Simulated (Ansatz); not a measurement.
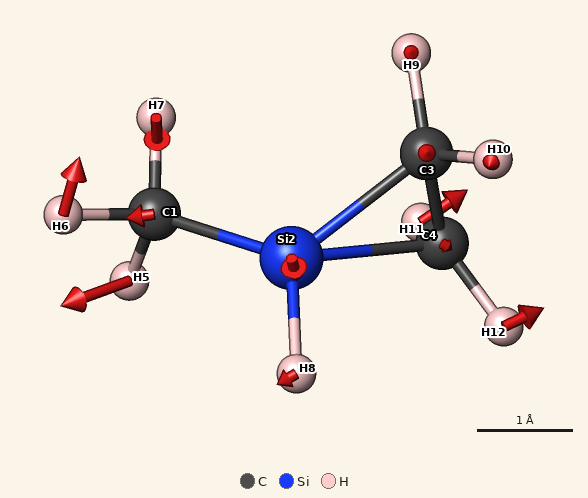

A relaxation of C₃H₈Si (coarse preliminary run). The starting structure is drawn; red arrows show the displacements, magnified 2 times. The two geometries are superimposed by the best rigid fit.

A ball-and-stick model, seen at a tilt.

The start comes from a force field.

All numbers below come from RKS PBE-D4/def2-SVP in Ansatz 0.2.0.

Input file:
```yaml
crystal:
  periodic: [false, false, false]
  atoms:
    - {symbol: C, position_ang: [-1.056500, 1.189100, -0.661500]}
    - {symbol: Si, position_ang: [-0.506300, 0.037400, 0.561300]}
    - {symbol: C, position_ang: [1.253900, -0.291600, 0.713000]}
    - {symbol: C, position_ang: [0.701000, -1.257500, -0.188800]}
    - {symbol: H, position_ang: [-1.716200, 0.740700, -1.456400]}
    - {symbol: H, position_ang: [-1.720900, 2.028800, -0.213800]}
    - {symbol: H, position_ang: [-0.254500, 1.739400, -1.186000]}
    - {symbol: H, position_ang: [-1.429500, -0.618900, 1.452500]}
    - {symbol: H, position_ang: [1.959400, 0.457200, 0.333500]}
    - {symbol: H, position_ang: [1.620900, -0.645900, 1.719500]}
    - {symbol: H, position_ang: [0.769900, -1.171400, -1.230200]}
    - {symbol: H, position_ang: [0.455800, -2.262400, 0.190900]}
basis:
  gaussian: {orbitals: def2-SVP}
hamiltonian: {xc: pbe, dispersion: d4}
relax: {f_tol: 0.03, max_steps: 200}
```

### Atoms of which element are displaced furthest, and by how much?

Hydrogen: up to 0.45 Å, against 0.21 Å for silicon.

### What happened in the run?

Over 6 geometry steps the energy falls by 69.4 kJ/mol. The largest force component goes from 3 to 0.0062 eV/Å. The forces were under the threshold at step 4, but the run went on from there. The atom that moves furthest after the best rigid fit is H5 (0.45 Å). Largest moves by element: H 0.45 Å, Si 0.21 Å, C 0.16 Å. Among the contacts that change: C3–C4 1.432 → 1.552 Å, C1–Si2 1.768 → 1.881 Å, Si2–C3 1.797 → 1.875 Å, C4–H11 1.047 → 1.104 Å. Among the angles between lasting bonds that change: Si2–C4–H12 109.9° → 119.5°, C1–Si2–C4 111.4° → 120.3°, C4–Si2–H8 109.7° → 117.5°. The run took roughly 40 core-seconds on a shared host.
